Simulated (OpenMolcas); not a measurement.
Mn²⁺: multiconfigurational calculation (part 2 of 2)

The same run, continued: Mn²⁺, among 4 point charges of −2 e at 1.86 Å, tetrahedron (Td), whose field is part of the energies. Method: state-averaged CASSCF, active space 5 electrons in the shell 3d, basis ANO-RCC-VDZP, DKH2 scalar Hamiltonian, spin-orbit coupling by RASSI with atomic mean-field integrals (OpenMolcas).

### Log (extracts), continued
```
--- RASSI ---
SPIN-FREE ENERGIES:
  (Shifted by EMIN (a.u.) =      -1161.1812062456)

 SF State       Relative EMIN(au)   Rel lowest level(eV)    D:o, cm**(-1)      L_eff

     1             0.0000000000        0.0000000000              0.0000         0.0
     2             0.1386143743        3.7718892794          30422.3387         3.7
     3             0.1386143743        3.7718892794          30422.3387         3.7
     4             0.1386143743        3.7718892794          30422.3387         3.7
     5             0.1403023791        3.8178222291          30792.8129         3.9
     6             0.1403023791        3.8178222291          30792.8129         3.9
     7             0.1403023791        3.8178222291          30792.8129         3.9
     8             0.1413510471        3.8463579395          31022.9690         4.0
     9             0.1421175376        3.8672152080          31191.1942         3.9
    10             0.1421175376        3.8672152080          31191.1942         3.9
    11             0.1663927157        4.5277764560          36518.9799         1.5
    12             0.1663927157        4.5277764560          36518.9799         1.5
    13             0.1663927157        4.5277764560          36518.9799         1.5
    14             0.1737347013        4.7275620613          38130.3595         2.0
    15             0.1737347013        4.7275620613          38130.3595         2.0
    16             0.1737347013        4.7275620613          38130.3595         2.0
    17             0.1766267455        4.8062585933          38765.0899         1.9
    18             0.1766267455        4.8062585933          38765.0899         1.9
    26             0.1976020892        5.3770267713          43368.6457         5.7
    27             0.1976020892        5.3770267713          43368.6457         5.7
    28             0.1976020892        5.3770267713          43368.6457         5.7
    29             0.1983390900        5.3970815846          43530.3987         5.7
    30             0.1993733140        5.4252242543          43757.3846         5.8
    31             0.1993733140        5.4252242543          43757.3846         5.8
    32             0.1993733140        5.4252242543          43757.3846         5.8
    33             0.2003724768        5.4524128583          43976.6755         5.8
    34             0.2003724768        5.4524128583          43976.6755         5.8
    35             0.2003724768        5.4524128583          43976.6755         5.8
    36             0.2010210778        5.4700621918          44119.0269         5.8
    37             0.2010210778        5.4700621918          44119.0269         5.8
    38             0.2012453796        5.4761657545          44168.2555         5.9
    39             0.2209434121        6.0121765260          48491.4739         2.7
    40             0.2209434121        6.0121765260          48491.4739         2.7
    41             0.2209434121        6.0121765260          48491.4739         2.7
    42             0.2275030819        6.1906742334          49931.1550         2.4
    43             0.2275030819        6.1906742334          49931.1550         2.4
    44             0.2322581598        6.3200664951          50974.7740         3.2
    45             0.2327450599        6.3333157213          51081.6362         3.1
    46             0.2327450599        6.3333157213          51081.6362         3.1
    47             0.2327450599        6.3333157213          51081.6362         3.1
Eigenvalues of complex Hamiltonian:
   -----------------------------------
  (Shifted by EMIN (a.u.) =      -1161.1812062456)

 SO State       Relative EMIN(au)   Rel lowest level(eV)    D:o, cm**(-1)     J-value

     1            -0.0000658985        0.0000000000              0.0000         2.0
     2            -0.0000658985        0.0000000000              0.0000         2.0
     3            -0.0000658974        0.0000000292              0.0002         2.3
     4            -0.0000658974        0.0000000292              0.0002         1.6
     5            -0.0000658974        0.0000000292              0.0002         2.3
     6            -0.0000658974        0.0000000292              0.0002         1.5
     7             0.1384673025        3.7696804393          30404.5232         3.1
     8             0.1384673025        3.7696804393          30404.5232         3.1
     9             0.1384803843        3.7700364129          30407.3943         3.1
    10             0.1384803843        3.7700364129          30407.3943         3.0
    11             0.1384803843        3.7700364129          30407.3943         3.4
    12             0.1384803843        3.7700364129          30407.3943         3.1
    13             0.1385714895        3.7725155139          30427.3896         3.4
    14             0.1385714895        3.7725155139          30427.3896         3.4
    15             0.1385964185        3.7731938648          30432.8609         3.5
    16             0.1385964185        3.7731938648          30432.8609         3.6
    17             0.1385964185        3.7731938648          30432.8609         3.3
    18             0.1385964185        3.7731938648          30432.8609         3.2
    19             0.1401459813        3.8153596187          30772.9506         4.0
    20             0.1401459813        3.8153596187          30772.9506         4.0
    21             0.1401528089        3.8155454060          30774.4491         4.6
    22             0.1401528089        3.8155454060          30774.4491         3.4
    23             0.1401528089        3.8155454060          30774.4491         4.4
    24             0.1401528089        3.8155454060          30774.4491         3.5
    25             0.1402965749        3.8194574778          30806.0021         3.1
    26             0.1402965749        3.8194574778          30806.0021         3.1
    27             0.1402965749        3.8194574778          30806.0021         2.7
    28             0.1402965749        3.8194574778          30806.0021         3.0
    29             0.1403459246        3.8208003509          30816.8331         2.2
    30             0.1403459246        3.8208003509          30816.8331         2.2
    31             0.1412830876        3.8463018552          31022.5166         3.3
    32             0.1412830876        3.8463018552          31022.5166         3.7
    33             0.1412830876        3.8463018552          31022.5166         3.7
    34             0.1412830876        3.8463018552          31022.5166         3.3
    35             0.1420408868        3.8669226232          31188.8343         3.5
    36             0.1420408868        3.8669226232          31188.8343         3.5
    37             0.1420516090        3.8672143875          31191.1876         3.5
    38             0.1420516090        3.8672143875          31191.1876         3.5
    39             0.1420516090        3.8672143875          31191.1876         3.5
    40             0.1420516090        3.8672143875          31191.1876         3.5
    41             0.1420590074        3.8674157089          31192.8113         3.5
Weights of the five most important spin-orbit-free states for each spin-orbit state.

 SO State  Total energy (au)           Spin-free states, spin, and weights
 -------------------------------------------------------------------------------------------------------
    1        -0.000066       1 2.5  0.9996   11 1.5  0.0001   12 1.5  0.0001   13 1.5  0.0001    4 1.5  0.0000
    2        -0.000066       1 2.5  0.9996   11 1.5  0.0001   12 1.5  0.0001   13 1.5  0.0001    3 1.5  0.0000
    3        -0.000066       1 2.5  0.9996   13 1.5  0.0001   11 1.5  0.0001   12 1.5  0.0001    2 1.5  0.0000
    4        -0.000066       1 2.5  0.9996   11 1.5  0.0001   13 1.5  0.0001   12 1.5  0.0001    3 1.5  0.0000
    5        -0.000066       1 2.5  0.9996   13 1.5  0.0001   12 1.5  0.0001   11 1.5  0.0001    2 1.5  0.0000
    6        -0.000066       1 2.5  0.9996   11 1.5  0.0001   12 1.5  0.0001   13 1.5  0.0001    3 1.5  0.0000
    7         0.138467       4 1.5  0.3331    3 1.5  0.3331    2 1.5  0.3331   47 0.5  0.0001   46 0.5  0.0001
    8         0.138467       2 1.5  0.3331    4 1.5  0.3331    3 1.5  0.3331   47 0.5  0.0001   46 0.5  0.0001
    9         0.138480       4 1.5  0.5554    2 1.5  0.3135    3 1.5  0.1288    8 1.5  0.0006   47 0.5  0.0002
   10         0.138480       4 1.5  0.5297    3 1.5  0.2546    2 1.5  0.2134    8 1.5  0.0006   46 0.5  0.0002
   11         0.138480       3 1.5  0.5165    2 1.5  0.3373    4 1.5  0.1439    8 1.5  0.0006   45 0.5  0.0003
   12         0.138480       2 1.5  0.4660    3 1.5  0.4304    4 1.5  0.1013    8 1.5  0.0006   45 0.5  0.0002
```

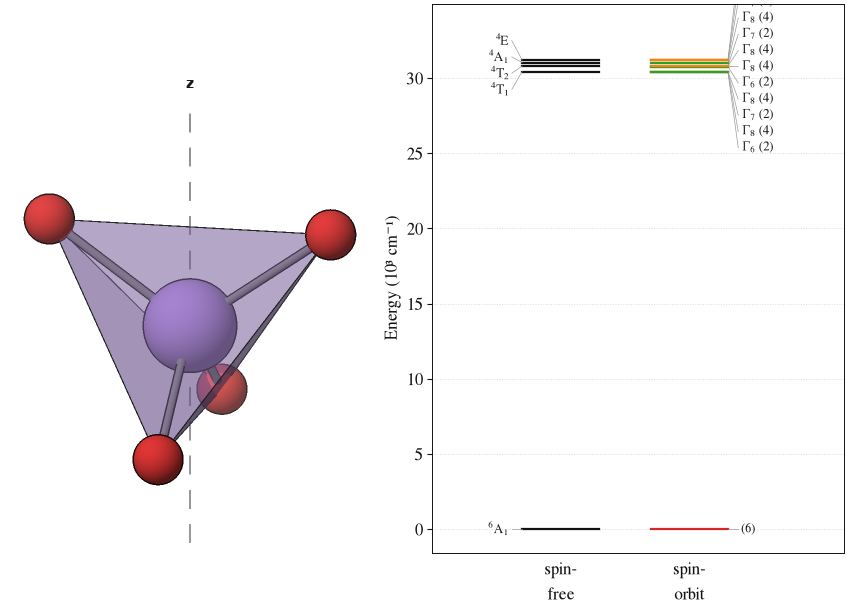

**Figure 1.** Mn²⁺ (3d⁵) among 4 point charges of −2 e at 1.86 Å, arranged as: tetrahedron (Td), with its levels. Labels give the representation in O, Td, D4 or D3 as the site allows (double group for half-integer spin) where it could be assigned and, in brackets, the degeneracy; spin-free states, where drawn, share the zero of the spin-orbit levels. The ground level is 6-fold degenerate, 100 % from states of spin multiplicity 6. The next level lies at 30,400 cm⁻¹ (Γ₆). The lowest spin-free state is ⁶A₁, from the free-ion S term.

Outcome of the run: converged.
